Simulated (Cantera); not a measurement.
A closed system holds: 1 mol Si3N4, 0.68 mol CO2, 440 mol H2, at 1.00 bar.

Cantera equilibrium calculation (NASA polynomials, part measured and part estimated; ideal gas, pure solids and liquids). Candidate condensed phases: C, C6H6, C7H8, C8H18, H2O, Si, SiC, SiO2, Si2N2O, Si3N4; 151 gas species. Mutual solubility and eutectic melting of coexisting phases are not modelled. Gases not in the tables: Si2H6 and higher silanes. The numbers say what is thermodynamically allowed, not how fast it happens.

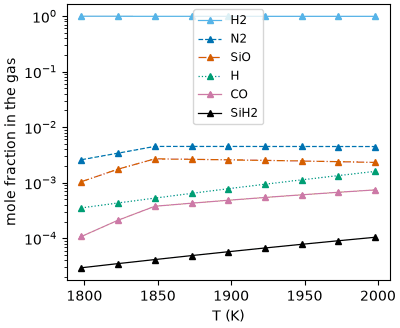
*Equilibrium gas composition (values under 1e-9 drawn at 1e-9)*

Problem. Read off the mole fractions at 1948 K.

Solution. H2 about 0.99, N2 about 0.0045, SiO about 0.0025, H about 0.0011, CO about 0.00061, SiH2 about 7.8e-5.
